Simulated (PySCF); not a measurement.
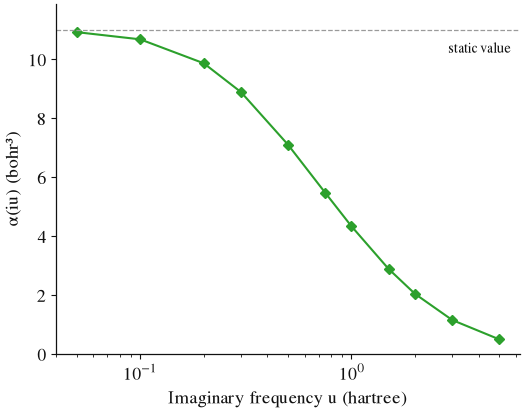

Dipole polarisability at imaginary frequency of an atom or ion with 74 electrons in the configuration [Xe] 4f¹⁴ 5d⁶. Coupled response at the B97-3 level; PySCF, def2-QZVPPD with a 60-electron core potential, unrestricted single determinants, no spin-orbit coupling.

Question: Which species is it, and what does the curve give?

Answer: Os III (Os²⁺). The static dipole polarisability is 11.0 bohr³; α(iu) falls to half of it near u = 0.75 hartree. The Casimir–Polder integral gives C₆ = 70.0 hartree bohr⁶ for two such species.
